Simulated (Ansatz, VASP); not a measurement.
# CuI (Marshite): VASP beside Ansatz

One calculation is typed for both programs; each brings its own data sets and cutoff. How far apart do they land?

Program: Ansatz 0.2.0. Level of theory: plane waves, with VASP 6.6.1 beside it; band structure at HSE06 and band structure at PBE0. Results are calculated unless marked as measured.

The database entry behind the starting cell differs from later determinations by our own check (about 0.15 % long (mineral sample)), so it need not match the best structure at ambient conditions.

### 1. Set-up

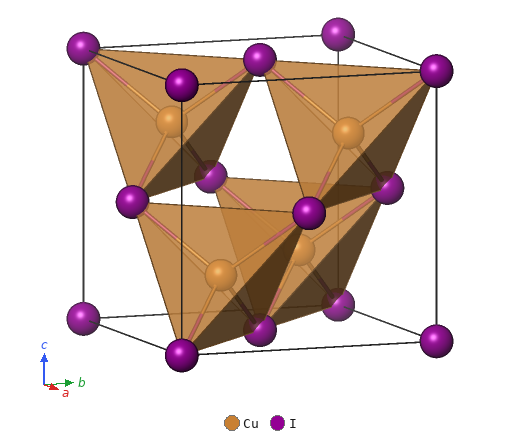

Start, viewed slightly off an axis; copper orange, iodine purple. This picture shows the conventional cell, with its axes. Bonds to atoms that aren't drawn are left out. Some periodic images of atoms are drawn too.

### 2. Ansatz: band structure, HSE06

Ansatz runs on its default PAW (the set named soft_2) files.

The same path points are solved in both programs, so levels can be compared one by one.

The input, input.yaml:

```yaml
crystal:
  lattice:
    - [0.0, 3.0315, 3.0315]
    - [3.0315, 0.0, 3.0315]
    - [3.0315, 3.0315, 0.0]
  atoms:
    - { symbol: Cu, position: [0.25, 0.25, 0.25] }
    - { symbol: I, position: [0.0, 0.0, 0.0] }
hamiltonian:
  xc: { exchange: pbe, correlation: pbe, exx: { coeff: 0.25, omega: 0.2 } }
  pseudopotentials: { kind: paw }
kpoints:
  mp_grid: { grid: [4, 4, 4] }
  band_path:
    path:
      - [0.0, 0.0, 0.0]
      - [0.5, 0.0, 0.5]
      - [0.5, 0.2, 0.7]
      - [0.4, 0.35, 0.75]
      - [0.15, 0.15, 0.3]
      - [0.2, 0.2, 0.2]
      - [0.55, 0.4, 0.55]
      - [0.6, 0.25, 0.65]
      - [0.5, 0.25, 0.75]
      - [0.5, 0.5, 0.5]
      - [0.375, 0.375, 0.75]
      - [0.5, 0.0, 0.5]
    npoints: 1
scf:
  occupations: { method: gaussian, width: 0.02 }
  n_extra_bands: 7
output:
  forces: true
  stress: true
  eigenvalues: true
```

Command:

```sh
$ ansatz run input.yaml --threads 4 --pin off --max-ram 9216MiB --backend cpu --events-out ev --progress --plain --runs-dir out
```

Numbers of over 12 decimals in the logs are rounded to 6 here.

Output:

```text
Warning: output.stress: scf.convergence.dr2_threshold = 1e-7 eV (the SCF's general default) is looser than the 2e-10 eV advised for a printed stress (1e-10 eV for each atom of the cell: 2). What an SCF threshold leaves in a stress goes as its square root, and in the free energy as the threshold itself, and one threshold admits the most on a small cell: [figures from the program's tests cut] Set scf.convergence.dr2_threshold to 2e-10 eV or tighter. The threshold is an SCF's pass mark: one that does not reach it within its budget of iterations ends unconverged, or closes short of it on a stop that the run arms, and scf.convergence.dr2_threshold's page says what that costs each kind of run
Warning: output.stress: scf.exx.energy_threshold = 1e-6 eV is looser than the 2e-8 eV advised for a stress under a hybrid functional (1e-8 eV for each atom of the cell: 2). Every SCF of the exchange loop can meet its threshold on dr2 while the loop round them stops early: no threshold on dr2 bounds what that leaves in the stress. Set scf.exx.energy_threshold to 2e-8 eV or tighter. The threshold is the loop's pass mark: a loop that does not reach it within its budget of cycles ends unconverged, and scf.exx.energy_threshold's page has the law
scf.n_extra_bands = 7 over 18 filled bands (N_el = 36.0): the run solves 25 bands
Engine: ansatz 0.2.0, aarch64-unknown-linux-gnu
Pseudopotentials: kind: paw
Pseudopotential: Cu, paw, valence charge 19, recommended cutoff 420 eV (normal), Cu.paw.azcp
Pseudopotential: I, paw, valence charge 17, recommended cutoff 420 eV (normal), I.paw.azcp
Functional definition: unnamed
  parameter a_1 = 0.25
  parameter omega_1 = 0.2/angstrom
  exchange = pbe_x + (-a_1)*pbe_x_sr(omega_1) + a_1*exact_x_sr(omega_1)
  correlation = pbe_c
Crystal: 2 atoms, lattice volume = 55.719 Å³
Basis set: ecut = 420 eV, 1067 PW (Γ), exchange–correlation on 60×60×60 points (8 copies of the dense FFT grid, shifted against one another)
Bands: 25, of which v1, the nominal top of the filled ones, is band 18 counted from 1 (17 counted from 0)
Symmetry: 24 space group operations
Space group: F-43m (ITA 216), of the structure as read, at distance tolerance 3.8e-5 Å
k-points: 8 of 64 (time reversal used)
Non-local potential: Cu, projectors of the file, l = 0: 3, l = 1: 2, l = 2: 3, l = 3: 1
Non-local potential: I, projectors of the file, l = 0: 2, l = 1: 2, l = 2: 2, l = 3: 2
PAW form: soft (Blöchl's): semilocal exchange-correlation on the pseudo side does not see the compensation charge
PAW frozen core: Cu, regenerated for the run's functional, and the local potential with it (the file was generated under x = pbe(κ = 0.804, μ = 0.219515), c = pbe(β = 0.066725))
PAW frozen core: I, regenerated for the run's functional, and the local potential with it (the file was generated under x = pbe(κ = 0.804, μ = 0.219515), c = pbe(β = 0.066725))
PAW one-centre angular grid: Cu, 590 points (default); XC on 64 Gauss nodes
PAW one-centre angular grid: I, 590 points (default); XC on 96 Gauss nodes
Initial density: superposition of atomic densities (neutral atoms: chi_scale 0, normalization atom), corrected by the library's trained network
Initial wavefunctions: pseudopotential atomic-orbital guess
Functional: x = pbe(κ = 0.804, μ = 0.219515), c = pbe(β = 0.066725), warm-up for x = pbe(κ = 0.804, μ = 0.219515) + 0.25 (exact − pbe) at short range (hse, ω = 0.2 Å⁻¹), c = pbe(β = 0.066725)
SCF iter   1: F=—  HF=-14138.332108 eV  |F-HF|=—  |Δ(HF+E_count)|=         —  Δρ=7.33e-4  dr2=1.80e-4  ethr=1.77e-3  ⟨swp⟩=12.4  Hψ=999  notcnv=0
preconditioner: auto → none  [insulator: Δε(μ)=1.127 eV  Ē_g=11.145 eV  σ=0.020 eV  W_gap=1.00  n_scr=14 (ndim 8)  ℏωp=21.1 eV  f_vac=0.179  D(μ)=0.00/eV (n_scr^D=0)]
SCF iter   2: F=-14138.332299 eV  HF=-14138.332407 eV  |F-HF|=1.08e-4  |Δ(HF+E_count)|=   2.99e-4  Δρ=4.61e-4  dr2=8.19e-5  ethr=4.99e-7  ⟨swp⟩=4.5  Hψ=725  notcnv=0
SCF 1 stopped early in 2 iterations: F = -14138.332299 eV  dr2 = 8.19e-5
  greatest PAW one-centre occupation: 1.000 electrons in one spin orbital (limit 2), on the Cu atom at site 0 (counted from 0), in its partial waves of l = 0
Initial density: handed on by an earlier stage of this run
Initial wavefunctions: those handed on with the density
Functional: x = pbe(κ = 0.804, μ = 0.219515) + 0.25 (exact − pbe) at short range (hse, ω = 0.2 Å⁻¹), c = pbe(β = 0.066725)
Exchange kernel: α = 0.2500, screened, ω = 0.2000 Å⁻¹, Wigner–Seitz truncation, v(0) = 1113.6238 eV·Å³, q-mesh 4×4×4, nearest image of the exchange supercell L = 17.15 Å, pair-density grid 18×18×18, without the augmentation charges, whose exchange is taken in its separable form by FFT convolution over the k-point mesh (sized by the pseudopotential files, 24×24×24 at the most), smooth part of the exact exchange by density-matrix convolution
Frozen-core exchange: fock
SCF iter   1: F=—  HF=-14142.497875 eV  |F-HF|=—  |Δ(HF+E_count)|=         —  Δρ=3.21e-2  dr2=3.89e-1  ethr=2.28e-6  ⟨swp⟩=5.9  Hψ=913  notcnv=0
preconditioner: auto → none  [insulator: Δε(μ)=2.880 eV  Ē_g=13.439 eV  σ=0.020 eV  W_gap=1.00  n_scr=14 (ndim 8)  ℏωp=21.1 eV  f_vac=0.179  D(μ)=0.00/eV (n_scr^D=0)]
SCF iter   2: F=—  HF=-14142.508967 eV  |F-HF|=—  |Δ(HF+E_count)|=   1.11e-2  Δρ=2.72e-2  dr2=2.91e-1  ethr=2.28e-6  ⟨swp⟩=5.5  Hψ=768  notcnv=0
SCF iter   3: F=—  HF=-14142.418661 eV  |F-HF|=—  |Δ(HF+E_count)|=   9.03e-2  Δρ=5.74e-3  dr2=1.39e-2  ethr=2.28e-6  ⟨swp⟩=5.2  Hψ=720  notcnv=0
SCF iter   4: F=—  HF=-14142.430954 eV  |F-HF|=—  |Δ(HF+E_count)|=   1.23e-2  Δρ=2.76e-3  dr2=3.01e-3  ethr=2.28e-6  ⟨swp⟩=4.2  Hψ=582  notcnv=0  defer=1
iter 5 solved again at ethr=3.43e-8 eV; its pass at ethr=2.28e-6 eV (dr2=1.23e-5 eV) is discarded
SCF iter   5: F=—  HF=-14142.430411 eV  |F-HF|=—  |Δ(HF+E_count)|=   5.42e-4  Δρ=1.56e-4  dr2=3.94e-5  ethr=3.43e-8  ⟨swp⟩=3.1  Hψ=877  notcnv=0
SCF iter   6: F=—  HF=-14142.430635 eV  |F-HF|=—  |Δ(HF+E_count)|=   2.23e-4  Δρ=2.27e-4  dr2=3.20e-5  ethr=3.42e-8  ⟨swp⟩=4.1  Hψ=528  notcnv=0  defer=1
SCF iter   7: F=-14142.430623 eV  HF=-14142.430624 eV  |F-HF|=3.27e-7  |Δ(HF+E_count)|=   1.08e-5  Δρ=2.67e-5  dr2=1.18e-6  ethr=3.42e-8  ⟨swp⟩=4.0  Hψ=433  notcnv=0
SCF 2 stopped early in 7 iterations: F = -14142.430623 eV  dr2 = 1.18e-6
  greatest PAW one-centre occupation: 1.000 electrons in one spin orbital (limit 2), on the Cu atom at site 0 (counted from 0), in its partial waves of l = 1
hybrid outer 1: dexx = +1.528e-2 eV, tail = 9.15e-5 eV
Exchange kernel: α = 0.2500, screened, ω = 0.2000 Å⁻¹, Wigner–Seitz truncation, v(0) = 1113.6238 eV·Å³, q-mesh 4×4×4, nearest image of the exchange supercell L = 17.15 Å, pair-density grid 18×18×18, without the augmentation charges, whose exchange is taken in its separable form by FFT convolution over the k-point mesh (sized by the pseudopotential files, 24×24×24 at the most), smooth part of the exact exchange by density-matrix convolution
Frozen-core exchange: fock
SCF iter   1: F=—  HF=-14142.430453 eV  |F-HF|=—  |Δ(HF+E_count)|=         —  Δρ=1.20e-4  dr2=5.29e-6  ethr=1.27e-6  ⟨swp⟩=4.8  Hψ=456  notcnv=0
preconditioner: auto → none  [insulator: Δε(μ)=2.664 eV  Ē_g=13.066 eV  σ=0.020 eV  W_gap=1.00  n_scr=14 (ndim 8)  ℏωp=21.1 eV  f_vac=0.185  D(μ)=0.00/eV (n_scr^D=0)]
SCF iter   2: F=—  HF=-14142.430453 eV  |F-HF|=—  |Δ(HF+E_count)|=   4.89e-8  Δρ=2.15e-5  dr2=1.73e-7  ethr=1.07e-8  ⟨swp⟩=4.0  Hψ=520  notcnv=0
SCF iter   3: F=—  HF=-14142.430454 eV  |F-HF|=—  |Δ(HF+E_count)|=   3.64e-7  Δρ=7.68e-6  dr2=5.23e-8  ethr=3.17e-10  ⟨swp⟩=3.8  Hψ=518  notcnv=0  defer=1
SCF iter   4: F=-14142.430454 eV  HF=-14142.430454 eV  |F-HF|=4.24e-9  |Δ(HF+E_count)|=   1.63e-8  Δρ=2.01e-6  dr2=2.89e-9  ethr=1.20e-10  ⟨swp⟩=3.2  Hψ=396  notcnv=0  defer=1
SCF 3 converged in 4 iterations: F = -14142.430454 eV  dr2 = 2.89e-9
  Residual-converged pass: ⟨swp⟩=3.2  Hψ=444  notcnv=0  max |occ|·‖R‖ = 2.3e-6 eV (tolerance 2.4e-6 eV)  dr2=2.89e-9  dr2_onsite=3.97e-9  max |Δocc| = 0.0e0
hybrid outer 2: dexx = +5.027e-7 eV, tail = 6.74e-8 eV, Δε = 6.49e-3 eV (about 2.74e-4 eV left of the loop's levels)
NSCF: frozen V_eff on 12 k-points
hybrid SCF converged: 2 outer / 11 inner (+2 warm-up), last move |dexx| = 5.03e-7 eV, tail = 6.74e-8 eV
Stability not checked: this state was not tested for a lower state beside it, because the functional holds exact exchange (a hybrid, or Hartree-Fock), whose exchange loop this test does not read (fock_operator; see scf.lower_state_search)
Free energy (F): -14142.430454 eV
Frozen-core exchange: fock
Harris-Foulkes:  -14142.430454 eV  (|F-HF|=4.24e-9)
Internal energy: -14142.430454 eV  (E = F + TS)
E sigma→0 (E₀):  -14142.430454 eV
Fermi energy:    8.498358 eV
--- Per-component energies (eV) ---
  E_band       = -960.866634
  E_kinetic    = 490.127324
  E_local      = -7649.734040  (includes V_loc(G=0)·N_el)
  E_nonlocal   = 324.549757
  E_hartree    = 3567.759027
  E_xc         = -172.602485
  E_vxc        = -191.794273  (∫ρ·V_xc dr)
  E_exx        = -160.398021  (= α·E_x^exact, valence–valence)
  E_paw        = -6387.418138  (= ΣΔE_a)
  E_vpaw       = -748.742727  (= ΣTr[D̂ρ^β])
  E_aug_tail   = 0.000302  (compensation charges beyond the density's cutoff)
  E_ewald      = -4154.131452
  E_core_change = -0.582723  (= ΣΔE_core)
  E_smearing   = -0.000000  (= −TS)
  E_closure    = -0.000005  (closes the sum)
  Σ components = -14142.430454   (vs F -14142.430454, Δ=0.00e0)
--- Forces (eV/Å), atoms counted from 1 ---
  atom   1  Cu    -0.00000000    -0.00000000    -0.00000000
  atom   2  I      0.00000000    -0.00000000     0.00000000
  max |Σ_I F_I| component: 4.39e-17 eV/Å
--- Stress (GPa, compression-positive) ---
        0.797448       0.000000      -0.000000
        0.000000       0.797448       0.000000
        0.000000       0.000000       0.797448
  P = ⅓ Tr σ = 0.7974 GPa (7.974 kbar)
--- Band table (eV; the first three rows and the last of 8) ---
  k-point 0: bands = [... 14 lower, 4.6705, 7.1661, 7.1661, 7.1661, 9.8304, 13.5300, 13.5300, 13.5300, ... 3 higher]
  k-point 1: bands = [... 14 lower, 4.6613, 5.5027, 6.7320, 6.7320, 10.9679, 14.1070, 14.1070, 14.1238, ... 3 higher]
  k-point 2: bands = [... 14 lower, 4.6937, 4.7464, 6.3321, 6.3321, 10.8164, 14.0339, 14.0339, 16.0023, ... 3 higher]
  k-point 7: bands = [... 14 lower, 4.7730, 4.7826, 4.9131, 5.4709, 13.0959, 13.3581, 14.7452, 14.9300, ... 3 higher]
```

Run time: 20 s. Hardware: 4 threads of Arm Neoverse V2, shared host; peak memory 0.8 GiB.

### 3. VASP: band structure, HSE06

The same cell, functional, mesh and smearing now go to VASP, with its own data sets and cutoff.

Lines of VASP's logs that name or quote its potential files are left out, and so is its time.

The input, INCAR:

```
SYSTEM = CuI
PREC = Accurate
ENCUT = 400
EDIFF = 1E-06
NELM = 100
ISMEAR = 0
SIGMA = 0.02
LREAL = .FALSE.
ALGO = Normal
LHFCALC = .TRUE.
AEXX = 0.25
GGA = PE
HFSCREEN = 0.2
LASPH = .TRUE.
NBANDS = 15
PRECFOCK = Fast
LORBIT = 11
LWAVE = .FALSE.
LCHARG = .FALSE.
KPAR = 4
```

The input, POSCAR:

```
CuI
1.0
    0.0000000000      3.0315000000      3.0315000000
    3.0315000000      0.0000000000      3.0315000000
    3.0315000000      3.0315000000      0.0000000000
Cu I
1 1
Direct
    0.2500000000      0.2500000000      0.2500000000
    0.0000000000      0.0000000000      0.0000000000
```

The input, KPOINTS:

```
Automatic mesh
0
Gamma
4 4 4
0 0 0
```

The input, KPOINTS_OPT:

```
Line mode
6
Line-mode
Reciprocal
  0.00000000   0.00000000   0.00000000 GAMMA
  0.50000000   0.00000000   0.50000000 X

  0.50000000   0.00000000   0.50000000 X
  0.50000000   0.25000000   0.75000000 W

  0.50000000   0.25000000   0.75000000 W
  0.37500000   0.37500000   0.75000000 K

  0.37500000   0.37500000   0.75000000 K
  0.00000000   0.00000000   0.00000000 GAMMA

  0.00000000   0.00000000   0.00000000 GAMMA
  0.50000000   0.50000000   0.50000000 L

  0.50000000   0.50000000   0.50000000 L
  0.62500000   0.25000000   0.62500000 U

  0.62500000   0.25000000   0.62500000 U
  0.50000000   0.25000000   0.75000000 W

  0.50000000   0.25000000   0.75000000 W
  0.50000000   0.50000000   0.50000000 L

  0.50000000   0.50000000   0.50000000 L
  0.37500000   0.37500000   0.75000000 K

  0.62500000   0.25000000   0.62500000 U
  0.50000000   0.00000000   0.50000000 X
```

Potentials, in the order of the species: Cu and I (PBE family, release 64).

Command:

```sh
$ mpirun -np 4 vasp_std
```

Output:

```text
[banner, memory and clock lines left out]
running    4 mpi-ranks, on    1 nodes
 distrk:  each k-point on    1 cores,    4 groups
 distr:  one band on    1 cores,    1 groups

 POSCAR found type information on POSCAR CuI
 POSCAR found :  2 types and       2 ions
 LDA part: xc-table for (Slater+PW92), standard interpolation
 found WAVECAR, reading the header
 POSCAR, INCAR and KPOINTS ok, starting setup
 FFT: planning ... GRIDC
 FFT: planning ... GRID_SOFT
 FFT: planning ... GRID
 reading WAVECAR
 the WAVECAR file was read successfully
 initial charge from wavefunction
 entering main loop
       N       E                     dE             d eps       ncg     rms          rms(c)
DAV:   1    -0.651011324259E+01   -0.65101E+01   -0.71127E-01   337   0.323E+01    0.275E+00
DAV:   2    -0.643801501246E+01    0.72098E-01   -0.60737E-01   296   0.286E+01    0.265E+00
DAV:   3    -0.644882971881E+01   -0.10815E-01   -0.36419E-02   332   0.208E+00    0.178E+00
DAV:   4    -0.644788718113E+01    0.94254E-03   -0.63208E-03   310   0.286E+00    0.108E+00
DAV:   5    -0.644784530175E+01    0.41879E-04   -0.11094E-03   372   0.774E-01    0.730E-01
DAV:   6    -0.644781834681E+01    0.26955E-04   -0.79364E-05   394   0.229E-01    0.433E-01
DAV:   7    -0.644780390958E+01    0.14437E-04   -0.17008E-05   380   0.117E-01    0.247E-01
DAV:   8    -0.644779991363E+01    0.39960E-05   -0.24565E-06   268   0.115E-02    0.143E-01
DAV:   9    -0.644779860795E+01    0.13057E-05   -0.69411E-07   211   0.176E-02    0.845E-02
DAV:  10    -0.644779830238E+01    0.30557E-06   -0.52976E-07   218   0.634E-03
   1 F= -.64477983E+01 E0= -.64477983E+01  d E =-.544874E-21
 Start KPOINTS_OPT (optional k-point list driver)
k-point batch [1-8\60]
       N       E                     dE             ncg
DAV:   1     0.873782017102E+03   -0.18251E+04      240
DAV:   2    -0.764818714440E+01   -0.88143E+03      240
DAV:   3    -0.723869521540E+02   -0.64739E+02      331
DAV:   4    -0.746753597863E+02   -0.22884E+01      310
DAV:   5    -0.747605920930E+02   -0.85232E-01      394
DAV:   6    -0.747620989107E+02   -0.15068E-02      353
DAV:   7    -0.747621181203E+02   -0.19210E-04      394
DAV:   8    -0.747621183516E+02   -0.23126E-06      274
[...]
k-point batch [57-60\60]
       N       E                     dE             ncg
DAV:   1     0.251411148943E+04   -0.17407E+04      120
DAV:   2     0.209530022283E+04   -0.41881E+03      120
DAV:   3     0.206635606598E+04   -0.28944E+02      176
DAV:   4     0.206546871395E+04   -0.88735E+00      169
DAV:   5     0.206543284543E+04   -0.35869E-01      201
DAV:   6     0.206543239951E+04   -0.44592E-03      169
DAV:   7     0.206543239327E+04   -0.62400E-05      208
DAV:   8     0.206543239318E+04   -0.87173E-07      144
```

Parts of OUTCAR (step 3):

```text
ion  position               nearest neighbor table
   1  0.250  0.250  0.250-   2 2.63   2 2.63   2 2.63   2 2.63
   2  0.000  0.000  0.000-   1 2.63   1 2.63   1 2.63   1 2.63

  LATTYP: Found a face centered cubic cell.
 ALAT       =     6.0630000000

 Subroutine GETGRP returns: Found 24 space group operations
 (whereof 24 operations were pure point group operations)

The static configuration has the point symmetry T_d .

 Found      8 irreducible k-points:

   k-points           NKPTS =      8   k-points in BZ     NKDIM =     64   number of bands    NBANDS=     15

   dimension x,y,z NGX =    28 NGY =   28 NGZ =   28
   dimension x,y,z NGXF=    56 NGYF=   56 NGZF=   56

   ENCUT  =  400.0 eV  29.40 Ry    5.42 a.u.   6.99  6.99  6.99*2*pi/ulx,y,z

   NELECT =      18.0000    total number of electrons

 k-points in reciprocal lattice and weights: Automatic mesh
   0.00000000  0.00000000  0.00000000       0.016
   0.25000000  0.00000000  0.00000000       0.125
   0.50000000  0.00000000  0.00000000       0.062
   0.25000000  0.25000000  0.00000000       0.094
   0.50000000  0.25000000  0.00000000       0.375
  -0.25000000  0.25000000  0.00000000       0.188
   0.50000000  0.50000000  0.00000000       0.047
  -0.25000000  0.50000000  0.25000000       0.094

  exchange ACFDT corr.  =         0.00000000  see jH, gK, PRB 81, 115126

 average (electrostatic) potential at core
       1 -58.0670       2 -88.6418

 E-fermi :   3.5969

 k-point     1 :       0.0000    0.0000    0.0000
  band No.  band energies     occupation
    ...
      5       0.9878      2.00000
      6       0.9878      2.00000
      7       3.4682      2.00000
      8       3.4682      2.00000
      9       3.4682      2.00000
     10       6.0780      0.00000
     11       9.7906      0.00000
     12       9.7906      0.00000
     13       9.7906      0.00000
     14      13.3654      0.00000
    ...

 k-point     2 :       0.2500    0.0000    0.0000
  band No.  band energies     occupation
    ...
      5       0.9782      2.00000
      6       0.9782      2.00000
      7       1.8118      2.00000
      8       3.0343      2.00000
      9       3.0343      2.00000
     10       7.2286      0.00000
     11      10.3664      0.00000
     12      10.3664      0.00000
     13      10.3956      0.00000
     14      13.6763      0.00000
    ...

 k-point     3 :       0.5000    0.0000    0.0000
  band No.  band energies     occupation
    ...
      5       1.0105      2.00000
      6       1.0105      2.00000
      7       1.0629      2.00000
      8       2.6345      2.00000
      9       2.6345      2.00000
     10       7.0827      0.00000
     11      10.2966      0.00000
     12      10.2966      0.00000
     13      12.3097      0.00000
     14      14.2707      0.00000
    ...

  energy-cutoff  :      400.00
  volume of cell :       55.72
      direct lattice vectors                 reciprocal lattice vectors
     0.000000000  3.031500000  3.031500000    -0.164934851  0.164934851  0.164934851
     3.031500000  0.000000000  3.031500000     0.164934851 -0.164934851  0.164934851
     3.031500000  3.031500000  0.000000000     0.164934851  0.164934851 -0.164934851

 POSITION                                       TOTAL-FORCE (eV/Angst)
 -----------------------------------------------------------------------------------
      1.51575      1.51575      1.51575         0.000000     -0.000000     -0.000000
      0.00000      0.00000      0.00000        -0.000000      0.000000      0.000000
 -----------------------------------------------------------------------------------
    total drift:                               -0.000292     -0.000230     -0.000178

  FREE ENERGIE OF THE ION-ELECTRON SYSTEM (eV)
  ---------------------------------------------------
  free  energy   TOTEN  =        -6.4477983024 eV

  energy  without entropy=       -6.4477983024  energy(sigma->0) =       -6.44779830

 total charge
# of ion       s       p       d       tot
------------------------------------------
    1        0.292   0.252   9.422   9.966
    2        1.487   2.877   0.043   4.408
--------------------------------------------------
tot          1.780   3.129   9.465  14.374

[... 3 further parts left out ...]
```

(Part 1 of 2 ends here.)

[Lines on the potential files, build, host, timing and source positions are cut from VASP's logs without a mark.]

[Logs are printed without paths, hosts, clocks, repeated set-up lines and the standing remarks that a program may print on its own settings, such as how far it seeks lower states.]

[Hosts, paths, dates, database ids (printed as entryN), source tags and the programs' standing remarks are cut or masked in the printed files.]
